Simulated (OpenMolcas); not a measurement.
CH2AlN: single-point calculation

System: CH2AlN.
Method: HF/aug-cc-pVDZ, RHF (OpenMolcas 26.06).

A bond length was changed on purpose from its optimised value.

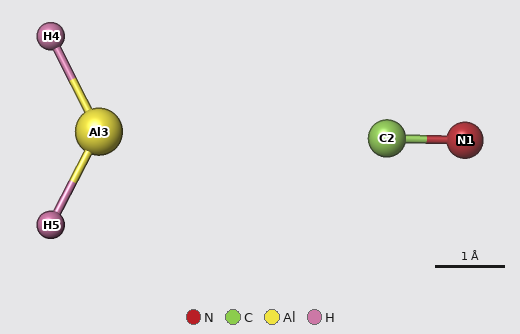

**Figure 1.** The structure (ball-and-stick view, seen at a tilt; atoms are numbered from 1 in the order of the input). Sticks mark near contacts.

## Results in brief

- outcome: converged
- total energy: −335.218574 hartree
- basis functions: 91
- HOMO: −9.35 eV
- LUMO: −2.85 eV
- dipole moment: 17.53 debye
- hardware: 1 thread of Arm Neoverse V2, 24 GiB of memory available, shared host
- wall time: 6 s
- peak memory: 0.5 GiB

## The input
```
&GATEWAY
  BASLIB
  $CurrDir
  COORD
  geom.xyz
  BASIS
  aug-cc-pVDZ
  GROUP
  NoSym

&SEWARD

&SCF
  THRESHOLDS
  1e-10 1e-07 1e-07 1e-05
  PRORBITALS
  1 1
```

## File geom.xyz
```
5

N      2.727972    -2.651593     2.769872
C      2.059872    -2.003593     2.087472
Al    -0.407200     0.390000    -0.434600
H     -1.629700    -0.322900    -1.120200
H     -0.009700     1.903200    -0.592600
```

Run as:
```bash
export MOLCAS_MEM=1860
pymolcas run.inp > run.log
```

## Log
```
--- Start Module: gateway ---

                                              &GATEWAY

                       available to each process: 1.9 GB of memory, 1 thread

 Basis Set     1 Label: N.AUG-CC-PVDZ
 Basis set is read from library:.
 basistype.tbl is not found

 Basis Set     2 Label: C.AUG-CC-PVDZ
 Basis set is read from library:.
 basistype.tbl is not found

 Basis Set     3 Label: AL.AUG-CC-PVDZ
 Basis set is read from library:.
 basistype.tbl is not found

 Basis Set     4 Label: H.AUG-CC-PVDZ
 Basis set is read from library:.
 basistype.tbl is not found

++    Symmetry information:
      ---------------------

                    Character Table for C1

                             E
                    a        1  x, y, xy, Rz, z, xz, Ry, yz, Rx, I
--

++    Basis set information:
      ----------------------

      Basis set label: N.AUG-CC-PVDZ.........

      Electronic valence basis set:
      ------------------
      Associated Effective Charge   7.000000 au
      Associated Actual Charge      7.000000 au
      Nuclear Model: Point charge

      Shell  nPrim  nBasis  Cartesian Spherical Contaminant
         s      10       4        X
         p       5       3        X
         d       2       2                 X

      Basis set label: C.AUG-CC-PVDZ.........

      Electronic valence basis set:
      ------------------
      Associated Effective Charge   6.000000 au
      Associated Actual Charge      6.000000 au
      Nuclear Model: Point charge

      Shell  nPrim  nBasis  Cartesian Spherical Contaminant
         s      10       4        X
         p       5       3        X
         d       2       2                 X

      Basis set label: AL.AUG-CC-PVDZ.........

      Electronic valence basis set:
      ------------------
      Associated Effective Charge  13.000000 au
      Associated Actual Charge     13.000000 au
      Nuclear Model: Point charge

      Shell  nPrim  nBasis  Cartesian Spherical Contaminant
         s      13       5        X
         p       9       4        X
         d       2       2                 X

      Basis set label: H.AUG-CC-PVDZ.........

      Electronic valence basis set:
      ------------------
      Associated Effective Charge   1.000000 au
      Associated Actual Charge      1.000000 au
      Nuclear Model: Point charge

      Shell  nPrim  nBasis  Cartesian Spherical Contaminant
         s       5       3        X
         p       2       2        X
--

++    Molecular structure info:
      -------------------------

                    ************************************************
                    **** Cartesian Coordinates / bohr, angstrom ****
                    ************************************************

     Center  Label                x              y              z                     x              y              z
        1      N1               5.155120      -5.010785       5.234299              2.727972      -2.651593       2.769872
        2      C2               3.892594      -3.786242       3.944750              2.059872      -2.003593       2.087472
        3      AL3             -0.769496       0.736993      -0.821275             -0.407200       0.390000      -0.434600
        4      H4              -3.079687      -0.610193      -2.116871             -1.629700      -0.322900      -1.120200
        5      H5              -0.018330       3.596527      -1.119852             -0.009700       1.903200      -0.592600

                    ***************************************
                    *    InterNuclear Distances / bohr    *
                    ***************************************

               1 N1            2 C2            3 AL3           4 H4            5 H5
    1 N1       0.000000
    2 C2       2.180920        0.000000
    3 AL3     10.237578        8.056658        0.000000
    4 H4      11.883474        9.769506        2.971609        0.000000
    5 H5      11.883839        9.769892        2.971587        5.297399        0.000000

                    *******************************************
                    *    InterNuclear Distances / angstrom    *
                    *******************************************

               1 N1            2 C2            3 AL3           4 H4            5 H5
    1 N1       0.000000
    2 C2       1.154093        0.000000
    3 AL3      5.417493        4.263400        0.000000
    4 H4       6.288464        5.169800        1.572508        0.000000
    5 H5       6.288657        5.170004        1.572496        2.803263        0.000000

                    **************************************
                    *    Valence Bond Angles / degree    *
                    **************************************
                          Atom centers                 Phi
                      4 H4       3 AL3      5 H5       126.08
--

            Nuclear Potential Energy             49.17282890 au

--- Stop Module: gateway /rc=_RC_ALL_IS_WELL_ ---

--- Start Module: seward ---

                                              &SEWARD

                       available to each process: 1.9 GB of memory, 1 thread

               SEWARD will generate:
                  Multipole Moment integrals up to order  2
                  Kinetic Energy integrals
                  Nuclear Attraction integrals (point charge)
                  One-Electron Hamiltonian integrals
                  Velocity integrals
                  Orbital angular momentum around (  1.7275  -1.6856   1.7311 )
                  Velocity quadrupole around (  1.7275  -1.6856   1.7311 )
                  Two-Electron Repulsion integrals

                   Integrals are discarded if absolute value <: 1.00E-14
                   Integral cutoff threshold is set to       <: 1.00E-16

            Nuclear Potential Energy             49.17282890 au

      Basis set specifications :
      Symmetry species         a
      Basis functions           91

--- Stop Module: seward /rc=_RC_ALL_IS_WELL_ ---
--- Module seward spent 1 second ---

--- Start Module: scf ---

                                                &SCF

                       available to each process: 1.9 GB of memory, 1 thread

++    Input section:
      --------------

      Header of the integral files:

      Cartesian coordinates in angstrom:
      -----------------------------------------------------
      No.  Label        X            Y            Z
      -----------------------------------------------------
       1   N1         2.72797200  -2.65159300   2.76987200
       2   C2         2.05987200  -2.00359300   2.08747200
       3   AL3       -0.40720000   0.39000000  -0.43460000
       4   H4        -1.62970000  -0.32290000  -1.12020000
       5   H5        -0.00970000   1.90320000  -0.59260000
      -----------------------------------------------------
      Nuclear repulsion energy =   49.17282890
--

++    Orbital specifications:
      -----------------------

      Symmetry species               1
                                     a
      Frozen orbitals                0
      Occupied orbitals             14
      Secondary orbitals            77
      Deleted orbitals               0
      Total number of orbitals      91
      Number of basis functions     91
--

      Molecular charge                           0.000

++    Optimization specifications:
      ----------------------------

      SCF Algorithm: Conventional
      Minimized density differences are used
      Number of density matrices in core                 5
      Maximum number of NDDO SCF iterations            400
      Maximum number of HF SCF iterations              400
      Threshold for SCF energy change             1.00E-10
      Threshold for density matrix                1.00E-07
      Threshold for Fock matrix                   1.00E-07
      Threshold for linear dependence             1.00E-09
      Threshold at which DIIS is turned on        1.50E-01
      Maximum depth in the DIIS procedure                5
      Maximum depth in the BFGS Hessian update          30
      Threshold at which QNR/C2DIIS is turned on  7.50E-02
      Threshold for Norm(delta) (QNR/C2DIIS)      1.00E-05
      All orbitals punched on: SCFORB
--

      Input vectors read from INPORB
      Orbital file label: *Guess orbitals

++ Convergence information
                                   SCF        iterations: Energy and convergence statistics

Iter     Tot. SCF        One-elec.       Two-elec.     Energy      Max Dij or  Max Fij      DNorm      TNorm      AccCon     Time
         Energy          Energy          Energy        Change      Delta Norm                                                in Sec.
   1  -334.853755213  -559.150359068   175.123774952   0.00E+00    5.14E-01*   1.67E-01*    8.02E+00   9.23E+01   None         0.
   2  -335.121495897  -559.057731480   174.763406680  -2.68E-01*   3.58E-01*   8.77E-02*    4.39E+00   9.20E+01   EDIIS        0.
   3  -335.143703820  -560.740438940   176.423906217  -2.22E-02*   9.88E-02*   5.93E-02*    1.74E+00   9.25E+01   EDIIS        0.
   4  -335.216188350  -559.885696210   175.496678957  -7.25E-02*   4.46E-02*   8.98E-03*    5.60E-01   9.22E+01   c2DIIS       0.
   5  -335.218304561  -559.898295330   175.507161867  -2.12E-03*   1.37E-02*   2.66E-03*    1.34E-01   9.22E+01   QNRc2DIIS    0.
   6  -335.218519875  -559.931327705   175.539978928  -2.15E-04*   1.05E-02*   1.36E-03*    3.96E-02   9.22E+01   QNRc2DIIS    0.
   7  -335.218567703  -559.925796880   175.534400274  -4.78E-05*   1.82E-03*   6.47E-04*    1.49E-02   9.22E+01   QNRc2DIIS    0.
   8  -335.218572900  -559.916520902   175.525119100  -5.20E-06*   5.69E-04*   2.55E-04*    1.95E-03   9.22E+01   QNRc2DIIS    0.
   9  -335.218573478  -559.920839159   175.529436779  -5.77E-07*   3.35E-04*   4.16E-05*    6.88E-04   9.22E+01   QNRc2DIIS    0.
  10  -335.218573552  -559.920543847   175.529141392  -7.49E-08*   8.08E-05*   9.62E-06*    4.32E-04   9.22E+01   QNRc2DIIS    0.
  11  -335.218573556  -559.920577681   175.529175222  -3.85E-09*   3.72E-05*   3.27E-06*    1.14E-04   9.22E+01   QNRc2DIIS    0.
  12  -335.218573557  -559.920589087   175.529186628  -6.01E-10*   1.75E-05*   9.82E-07*    3.96E-05   9.22E+01   QNRc2DIIS    0.
  13  -335.218573557  -559.920592063   175.529189604   5.78E-11*   1.47E-05*   1.06E-06*    1.22E-04   9.22E+01   QNRc2DIIS    0.
  14  -335.218573557  -559.920587264   175.529184805  -7.51E-11    9.52E-07    7.20E-08     9.14E-03   9.22E+01   QNRc2DIIS    0.

       Convergence after  14 Iterations
--

 *****************************************************************************************************************************
 *                                             SCF/KS-DFT Program, Final results                                             *
 *                                                       Final Results                                                       *
 *****************************************************************************************************************************

::    Total SCF energy                               -335.2185735569
      One-electron energy                            -559.9205872645
      Two-electron energy                             175.5291848050
      Nuclear repulsion energy                         49.1728289025
      Kinetic energy (interpolated)                   334.8347599283
      Virial theorem                                    1.0011462777
      Total spin, S(S+1)                                0.0000000000
      Total spin, S                                     0.0000000000
      Max non-diagonal density matrix element           0.0000015403
      Max non-diagonal Fock matrix element              0.0000001110

      All orbitals with orbital energies smaller than  E(LUMO)+0.5 are printed

++    Molecular orbitals:
      -------------------

      Title: SCF orbitals

      Molecular orbitals for symmetry species 1: a

          Orbital            1         2         3         4         5         6         7         8         9        10
          Energy          -58.6892  -15.4463  -11.1371   -5.0939   -3.4077   -3.4060   -3.4042   -1.0888   -0.6753   -0.5629
          Occ. No.          2.0000    2.0000    2.0000    2.0000    2.0000    2.0000    2.0000    2.0000    2.0000    2.0000

          Orbital           11        12        13        14        15        16        17        18        19        20
          Energy           -0.4834   -0.3463   -0.3463   -0.3437   -0.1046   -0.0715   -0.0040    0.0156    0.0245    0.0298
          Occ. No.          2.0000    2.0000    2.0000    2.0000    0.0000    0.0000    0.0000    0.0000    0.0000    0.0000

          Orbital           21        22        23        24        25        26        27        28        29        30
          Energy            0.0452    0.0647    0.0787    0.0826    0.0868    0.0924    0.1189    0.1480    0.1664    0.1717
          Occ. No.          0.0000    0.0000    0.0000    0.0000    0.0000    0.0000    0.0000    0.0000    0.0000    0.0000

          Orbital           31        32        33        34        35        36        37        38        39        40
          Energy            0.2080    0.2156    0.2411    0.2530    0.2580    0.2627    0.2749    0.2816    0.2996    0.3126
          Occ. No.          0.0000    0.0000    0.0000    0.0000    0.0000    0.0000    0.0000    0.0000    0.0000    0.0000

          Orbital           41        42        43        44        45
          Energy            0.3527    0.3666    0.3690    0.3780    0.3799
          Occ. No.          0.0000    0.0000    0.0000    0.0000    0.0000

--

++    Molecular charges:
      ------------------

      Mulliken charges per centre and basis function type
      ---------------------------------------------------

                N1      C2      AL3     H4      H5
      1s       3.8012  3.6807  5.0576  0.9471  0.9471
      2px      1.1924  0.8961  2.3405  0.0029  0.0036
      2pz      1.1929  0.9017  2.0833  0.0005  0.0007
      2py      1.1916  0.8887  2.5954  0.0064  0.0055
      3d2+     0.0149  0.0164  0.0481  0.0000  0.0000
      3d1+     0.0101  0.0111  0.0205  0.0000  0.0000
      3d0      0.0156  0.0171  0.0122  0.0000  0.0000
      3d1-     0.0100  0.0109  0.0184  0.0000  0.0000
      3d2-     0.0099  0.0108  0.0381  0.0000  0.0000
      Total    7.4385  6.4335 12.2142  0.9569  0.9569

      N-E     -0.4385 -0.4335  0.7858  0.0431  0.0431

      Total electronic charge=   28.000000

      Total            charge=   -0.000000
--

++    Molecular properties:
      ---------------------

      Charge (e):
                      =   -0.0000
      Dipole Moment (debye):
      Origin of the operator (angstrom)=    0.9142   -0.8920    0.9161
                   X= -1.0143E+01               Y=  9.8406E+00               Z= -1.0368E+01           Total=  1.7527E+01
      Quadrupole Moment (debye*angstrom):
      Origin of the operator (angstrom)=    0.9142   -0.8920    0.9161
                  XX= -2.9575E+01              XY=  2.9014E+00              XZ= -5.7038E+00              YY= -3.0600E+01
                  YZ=  4.3939E+00              ZZ= -2.8470E+01
      In traceless form (debye*angstrom)
                  XX= -4.0353E-02              XY=  4.3522E+00              XZ= -8.5557E+00              YY= -1.5772E+00
                  YZ=  6.5908E+00              ZZ=  1.6175E+00
--

--- Stop Module: scf /rc=_RC_ALL_IS_WELL_ ---
--- Module scf spent 3 seconds ---

.##################.
.# Happy landing! #.
.##################.

    Timing: Wall=5.61 User=4.51 System=1.05
```

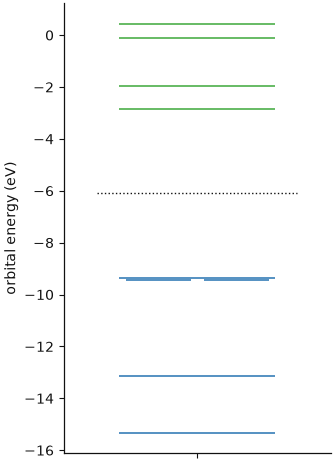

**Figure 2.** Orbital energies near the frontier; the dotted line parts filled from empty levels, and levels within 0.02 eV of each other stand side by side. Highest filled −9.35 eV, lowest empty −2.85 eV, 6.50 eV apart.
